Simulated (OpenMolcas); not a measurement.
**Run report: Pd⁶⁺, multiconfigurational calculation**

- system: Pd⁶⁺.
- method: state-averaged SS-CASPT2, IPEA shift 0.6, imaginary shift 0.3 hartree, closed shells 4s 4p correlated, active space 4 electrons in the shell 4d, basis ANO-RCC-VTZP, DKH3 scalar Hamiltonian, spin-orbit coupling by RASSI with atomic mean-field integrals (OpenMolcas)

**Key numbers**

| quantity | value |
| --- | --- |
| outcome | converged; degenerate states are split by up to 403 cm⁻¹ |
| lowest level | 4d⁴ ⁵D₀ |
| first excited level | 4d⁴ ⁵D₁, 921 cm⁻¹ |
| energy of the lowest spin-free term | −5034.13828 hartree |
| energy of the lowest spin-orbit level | −5034.15847 hartree |
| CASPT2 correlation energy | −0.3158 hartree |
| largest spread among components of a term | 402.7 cm⁻¹ |
| lowest reference weight | 0.955 |
| hardware | 1 thread of Arm Neoverse V1, 24 GiB of memory available, shared host |
| wall time | 13 s |

**Remarks**

The components of ¹I, which symmetry makes degenerate, are split by 403 cm⁻¹ in CASPT2, and those of 6 more by over 50 cm⁻¹. This is an artefact; the levels of such states rest on averages and are uncertain by about as much. The run is of multi-state type; this report uses its single-state energies. To bear in mind: only configurations of the active space are included; spin-free states above about 51,000 cm⁻¹ are left out of the spin-orbit step.

**Input**
```
&GATEWAY
Coord
1

Pd 0.0 0.0 0.0
Basis=ANO-RCC-VTZP
Group=XYZ
NoMove
AngMom=0.0 0.0 0.0
AMFI
&SEWARD
Relativistic=R03O02
&RASSCF
FileOrb=start.orb
Symmetry=1
Spin=5
nActEl=4 0 0
Inactive=9 9
Ras2=5 0
CIRoot=5 5 1
SDav=5
CIMx=300
Iter=120 100
PrWF=0.3
OrbListing=Nothing
MaxOrb=0
Atom
>>> COPY $Project.JobIph JOB001
&RASSCF
FileOrb=start.orb
Symmetry=1
Spin=3
nActEl=4 0 0
Inactive=9 9
Ras2=5 0
CIRoot=35 35 1
SDav=45
CIMx=300
Iter=120 100
PrWF=0.3
OrbListing=Nothing
MaxOrb=0
Atom
>>> COPY $Project.JobIph JOB002
&RASSCF
FileOrb=start.orb
Symmetry=1
Spin=1
nActEl=4 0 0
Inactive=9 9
Ras2=5 0
CIRoot=28 28 1
SDav=50
CIMx=300
Iter=120 100
PrWF=0.3
OrbListing=Nothing
MaxOrb=0
Atom
>>> COPY $Project.JobIph JOB003
&RASSI
NrOfJobIphs=3 5 35 28
1 2 3 4 5
1 2 3 4 5 6 7 8 9 10 11 12 13 14 15 16 17 18 19 20 21 22 23 24 25 26 27
28 29 30 31 32 33 34 35
1 2 3 4 5 6 7 8 9 10 11 12 13 14 15 16 17 18 19 20 21 22 23 24 25 26 27
28
IphNames
JOB001
JOB002
JOB003
EJob
SpinOrbit
DIPRint=1.0
SOCoupling=1000.0
Subsets=2
MEES
Property=10
'ANGMOM' 1 'ANGMOM' 2 'ANGMOM' 3 'MLTPL  1' 1 'MLTPL  1' 2 'MLTPL  1' 3
'AMFI' 1 'AMFI' 2 'AMFI' 3 'MLTPL  2' 6
SOProperty=3
'ANGMOM' 1 'ANGMOM' 2 'ANGMOM' 3
>>> COPY JOB001 $Project.JobIph
&CASPT2
Multistate=5 1 2 3 4 5
Frozen=8 6
IPEA=0.6
Imaginary=0.3
MaxIter=60
WThr=0.0 0.3 0.05
PrWF=0.5
NoMix
>>> COPY JOB002 $Project.JobIph
&CASPT2
Multistate=35 1 2 3 4 5 6 7 8 9 10 11 12 13 14 15 16 17 18 19 20 21 22
23 24 25 26 27 28 29 30 31 32 33 34 35
Frozen=8 6
IPEA=0.6
Imaginary=0.3
MaxIter=60
WThr=0.0 0.3 0.05
PrWF=0.5
NoMix
>>> COPY JOB003 $Project.JobIph
&CASPT2
Multistate=28 1 2 3 4 5 6 7 8 9 10 11 12 13 14 15 16 17 18 19 20 21 22
23 24 25 26 27 28
Frozen=8 6
IPEA=0.6
Imaginary=0.3
MaxIter=60
WThr=0.0 0.3 0.05
PrWF=0.5
NoMix
```

The file start.orb holds starting orbitals from an earlier step. A driver script formed the levels outside the program, from RASSI's spin-orbit matrix and the CASPT2 energies (for multi-state variants, the effective Hamiltonian), averaged over the components of each term or state. The log and the time are those of the CASPT2 step.

Command:
```bash
OMP_NUM_THREADS=1 MOLCAS_MEM=2252 MOLCAS_PROJECT=a pymolcas a.inp > a.log  # once for each step of the input, in one work folder
```

**The program's output (extracts)**
```
--- CASPT2 ---
Orbital specifications:
      -----------------------

      Symmetry species                           1   2
                                                ag  au
      Frozen orbitals                            8   6
      Inactive orbitals                          1   3
      Active orbitals                            5   0
      Secondary orbitals                        22  23
      Deleted orbitals                           0   0
      Number of basis functions                 36  32
Type of calculation                        MS-CASPT2
      Fock operator                              state-specific
      IPEA shift                                 0.60
      Real shift                                 0.00
      Imaginary shift                            0.30
      The input orbitals will be transformed to quasi-canonical
Reference energy:       -5033.8224850924
      E2 (Non-variational):      -0.3152462813
      Shift correction:          -0.0005584551
      E2 (Variational):          -0.3158047364
      Total energy:           -5034.1382898288
      Residual norm:              0.0000000318
      Reference weight:           0.95974
      Contributions to the CASPT2 correlation energy
      Active & Virtual Only:         -0.0379968140
      One Inactive Excited:          -0.1596676692
      Two Inactive Excited:          -0.1175817980
Reference energy:       -5033.8224850924
      E2 (Non-variational):      -0.3152575038
      Shift correction:          -0.0005585858
      E2 (Variational):          -0.3158160897
      Total energy:           -5034.1383011821
      Residual norm:              0.0000000318
      Reference weight:           0.95974
      Contributions to the CASPT2 correlation energy
      Active & Virtual Only:         -0.0379968170
      One Inactive Excited:          -0.1596790531
      Two Inactive Excited:          -0.1175816338
::    CASPT2 Root  1     Total energy:  -5034.13828983
::    CASPT2 Root  2     Total energy:  -5034.13830118
::    CASPT2 Root  3     Total energy:  -5034.13820335
::    CASPT2 Root  4     Total energy:  -5034.13838161
::    CASPT2 Root  5     Total energy:  -5034.13824798
::    MS-CASPT2 Root  1     Total energy:  -5034.13838223
::    MS-CASPT2 Root  2     Total energy:  -5034.13831141
::    MS-CASPT2 Root  3     Total energy:  -5034.13829951
::    MS-CASPT2 Root  4     Total energy:  -5034.13823544
::    MS-CASPT2 Root  5     Total energy:  -5034.13819535
--- CASPT2 ---
Orbital specifications:
      -----------------------

      Symmetry species                           1   2
                                                ag  au
      Frozen orbitals                            8   6
      Inactive orbitals                          1   3
      Active orbitals                            5   0
      Secondary orbitals                        22  23
      Deleted orbitals                           0   0
      Number of basis functions                 36  32
Type of calculation                        MS-CASPT2
      Fock operator                              state-specific
      IPEA shift                                 0.60
      Real shift                                 0.00
      Imaginary shift                            0.30
      The input orbitals will be transformed to quasi-canonical
Reference energy:       -5033.7185650119
      E2 (Non-variational):      -0.3219092308
      Shift correction:          -0.0005861983
      E2 (Variational):          -0.3224954290
      Total energy:           -5034.0410604409
      Residual norm:              0.0000007383
      Reference weight:           0.95849
      Contributions to the CASPT2 correlation energy
      Active & Virtual Only:         -0.0384791847
      One Inactive Excited:          -0.1710846913
      Two Inactive Excited:          -0.1123453548
Reference energy:       -5033.7185650119
      E2 (Non-variational):      -0.3222442687
      Shift correction:          -0.0005882561
      E2 (Variational):          -0.3228325248
      Total energy:           -5034.0413975366
      Residual norm:              0.0000007420
      Reference weight:           0.95840
      Contributions to the CASPT2 correlation energy
      Active & Virtual Only:         -0.0384816329
      One Inactive Excited:          -0.1712566872
      Two Inactive Excited:          -0.1125059486
::    CASPT2 Root  1     Total energy:  -5034.04106044
::    CASPT2 Root  2     Total energy:  -5034.04139754
::    CASPT2 Root  3     Total energy:  -5034.04155904
::    CASPT2 Root  4     Total energy:  -5034.04096461
::    CASPT2 Root  5     Total energy:  -5034.04118695
::    CASPT2 Root  6     Total energy:  -5034.04118144
::    CASPT2 Root  7     Total energy:  -5034.04109346
::    CASPT2 Root  8     Total energy:  -5034.04155089
::    CASPT2 Root  9     Total energy:  -5034.04107588
::    CASPT2 Root 10     Total energy:  -5034.04099075
::    CASPT2 Root 11     Total energy:  -5034.04184439
::    CASPT2 Root 12     Total energy:  -5034.03351454
::    CASPT2 Root 13     Total energy:  -5034.03351423
::    CASPT2 Root 14     Total energy:  -5034.03351455
::    CASPT2 Root 15     Total energy:  -5034.03072415
::    CASPT2 Root 16     Total energy:  -5034.03039112
::    CASPT2 Root 17     Total energy:  -5034.03077524
::    CASPT2 Root 18     Total energy:  -5034.03063333
::    CASPT2 Root 19     Total energy:  -5034.03052421
::    CASPT2 Root 20     Total energy:  -5034.03049848
::    CASPT2 Root 21     Total energy:  -5034.03041589
::    CASPT2 Root 22     Total energy:  -5034.02214926
::    CASPT2 Root 23     Total energy:  -5034.02195928
::    CASPT2 Root 24     Total energy:  -5034.02220942
::    CASPT2 Root 25     Total energy:  -5034.02234988
::    CASPT2 Root 26     Total energy:  -5034.02207972
::    CASPT2 Root 27     Total energy:  -5034.02224541
::    CASPT2 Root 28     Total energy:  -5034.02228843
::    CASPT2 Root 29     Total energy:  -5034.02217596
::    CASPT2 Root 30     Total energy:  -5034.02245231
--- CASPT2 ---
Orbital specifications:
      -----------------------

      Symmetry species                           1   2
                                                ag  au
      Frozen orbitals                            8   6
      Inactive orbitals                          1   3
      Active orbitals                            5   0
      Secondary orbitals                        22  23
      Deleted orbitals                           0   0
      Number of basis functions                 36  32
Type of calculation                        MS-CASPT2
      Fock operator                              state-specific
      IPEA shift                                 0.60
      Real shift                                 0.00
      Imaginary shift                            0.30
      The input orbitals will be transformed to quasi-canonical
Reference energy:       -5033.6667588522
      E2 (Non-variational):      -0.3271927947
      Shift correction:          -0.0006111401
      E2 (Variational):          -0.3278039347
      Total energy:           -5033.9945627870
      Residual norm:              0.0000006582
      Reference weight:           0.95735
      Contributions to the CASPT2 correlation energy
      Active & Virtual Only:         -0.0389151824
      One Inactive Excited:          -0.1784942300
      Two Inactive Excited:          -0.1097833823
Reference energy:       -5033.6667588522
      E2 (Non-variational):      -0.3270706961
      Shift correction:          -0.0006082813
      E2 (Variational):          -0.3276789774
      Total energy:           -5033.9944378296
      Residual norm:              0.0000006512
      Reference weight:           0.95743
      Contributions to the CASPT2 correlation energy
      Active & Virtual Only:         -0.0390801704
      One Inactive Excited:          -0.1781173101
      Two Inactive Excited:          -0.1098732156
::    CASPT2 Root  1     Total energy:  -5033.99456279
::    CASPT2 Root  2     Total energy:  -5033.99443783
::    CASPT2 Root  3     Total energy:  -5033.99477617
::    CASPT2 Root  4     Total energy:  -5033.99521435
::    CASPT2 Root  5     Total energy:  -5033.99399669
::    CASPT2 Root  6     Total energy:  -5033.99482716
::    CASPT2 Root  7     Total energy:  -5033.99487974
::    CASPT2 Root  8     Total energy:  -5033.99490591
::    CASPT2 Root  9     Total energy:  -5033.99426541
::    CASPT2 Root 10     Total energy:  -5033.99448908
::    CASPT2 Root 11     Total energy:  -5033.99449533
::    CASPT2 Root 12     Total energy:  -5033.99493757
::    CASPT2 Root 13     Total energy:  -5033.99583155
::    CASPT2 Root 14     Total energy:  -5033.99126163
::    CASPT2 Root 15     Total energy:  -5033.99015153
::    CASPT2 Root 16     Total energy:  -5033.99062463
::    CASPT2 Root 17     Total energy:  -5033.99082258
::    CASPT2 Root 18     Total energy:  -5033.99101498
::    CASPT2 Root 19     Total energy:  -5033.99003494
::    CASPT2 Root 20     Total energy:  -5033.99030534
::    CASPT2 Root 21     Total energy:  -5033.99021908
::    CASPT2 Root 22     Total energy:  -5033.98957690
::    CASPT2 Root 23     Total energy:  -5033.97256958
::    CASPT2 Root 24     Total energy:  -5033.95779612
::    CASPT2 Root 25     Total energy:  -5033.95769834
::    CASPT2 Root 26     Total energy:  -5033.95762299
::    CASPT2 Root 27     Total energy:  -5033.95818336
::    CASPT2 Root 28     Total energy:  -5033.95787403
::    MS-CASPT2 Root  1     Total energy:  -5034.00080106
::    MS-CASPT2 Root  2     Total energy:  -5033.99985894
```

**Spin-orbit levels, grouped by J and assigned**

| Configuration | Level | E (cm⁻¹) | LS purity (%) | Landé g |
| --- | --- | --- | --- | --- |
| 4d⁴ | ⁵D₀ | 0 | 94 | – |
| 4d⁴ | ⁵D₁ | 921 | 97 | 1.500 |
| 4d⁴ | ⁵D₂ | 2,343 | 98 | 1.498 |
| 4d⁴ | ⁵D₃ | 4,009 | 98 | 1.496 |
| 4d⁴ | ⁵D₄ | 5,839 | 97 | 1.492 |
| 4d⁴ | ³P₀ | 20,520 | 87 | – |
| 4d⁴ | ³H₄ | 22,430 | 74 | 0.877 |
| 4d⁴ | ³H₅ | 24,510 | 87 | 1.055 |
| 4d⁴ | ³P₁ | 24,660 | 94 | 1.472 |
| 4d⁴ | J = 3 (even, mixed) | 25,760 | 52 | 0.927 |
| 4d⁴ | ³H₆ | 26,090 | 93 | 1.156 |
| 4d⁴ | ³F₂ | 26,460 | 94 | 0.689 |
| 4d⁴ | ³F₄ | 27,440 | 57 | 1.124 |
| 4d⁴ | ³P₂ | 29,740 | 86 | 1.456 |
| 4d⁴ | J = 3 (even, mixed) | 30,590 | 52 | 0.912 |
| 4d⁴ | ³G₄ | 30,740 | 62 | 1.082 |
| 4d⁴ | ³G₅ | 32,190 | 87 | 1.179 |
| 4d⁴ | ³D₃ | 35,660 | 99 | 1.333 |
| 4d⁴ | ³D₂ | 36,210 | 77 | 1.172 |
| 4d⁴ | ¹I₆ | 36,640 | 93 | 1.011 |
| 4d⁴ | ³D₁ | 36,730 | 97 | 0.529 |
| 4d⁴ | ¹G₄ | 39,740 | 75 | 1.027 |

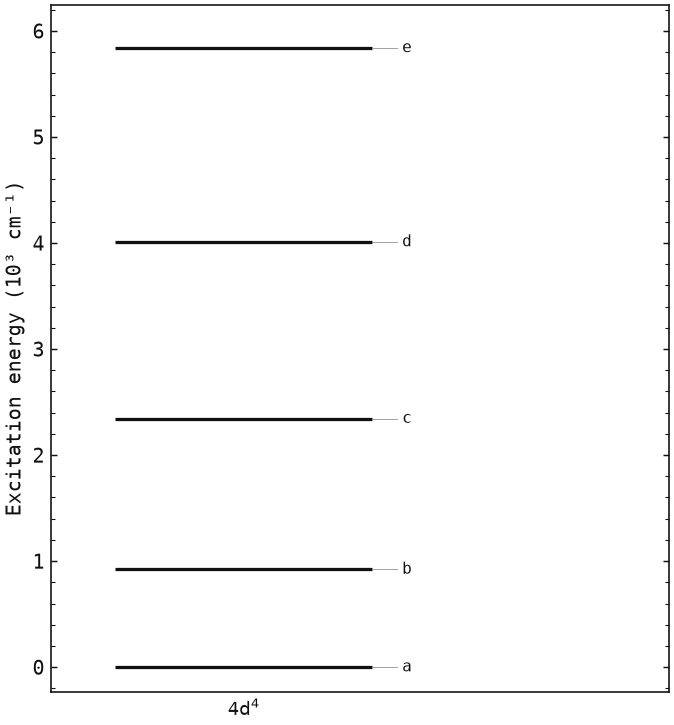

Figure 1. The lowest computed levels of Pd⁶⁺ (palladium, Z = 46), 5 of them lettered. a: 4d⁴ ⁵D₀ at 0; b: 4d⁴ ⁵D₁ at 921 cm⁻¹; c: 4d⁴ ⁵D₂ at 2,340 cm⁻¹; d: 4d⁴ ⁵D₃ at 4,010 cm⁻¹; e: 4d⁴ ⁵D₄ at 5,840 cm⁻¹.
